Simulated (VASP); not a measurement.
Band structure of Sb (a7). Computed with PBE GGA with D4 dispersion, VASP's PBE PAW potentials (set 64) (plane waves; VASP).

Unless said otherwise, spin-orbit coupling is left out, though it shifts the bands of the heavy elements here.

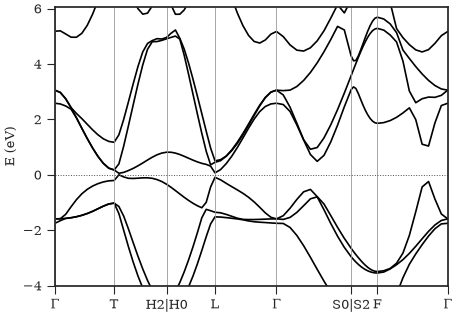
*Bands along high-symmetry lines, zero at the valence-band maximum or, without a gap, the Fermi level*

Q: Read the plot: is there a gap, and where are the band edges?

A: The gap is direct, 0.06 eV, from the valence maximum at T-H2 at 0.09 to the conduction minimum at T-H2 at 0.09. (Edges off the drawn lines would not show.)

The compound is Sb in the a7 structure. It was relaxed first.
